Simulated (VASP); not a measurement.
Band structure of AgBr (rock salt). Method: RPBE GGA, VASP's PBE PAW potentials (set 64) (plane waves; VASP).

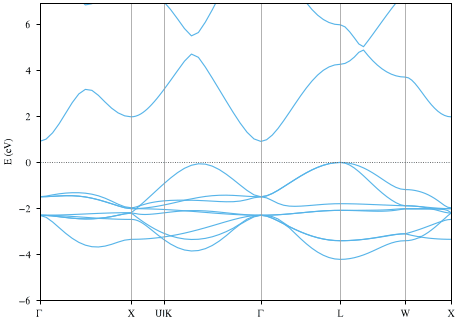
Figure. Bands along high-symmetry lines, zero at the valence-band maximum or, without a gap, the Fermi level

Q: Read the plot: is there a gap, and where are the band edges?

A: The gap is indirect, 0.91 eV, from the valence maximum at L to the conduction minimum at Γ. (Edges off the drawn lines would not show.)

The compound is AgBr in the rock salt structure. It was relaxed first, which changed the volume by +12 %.
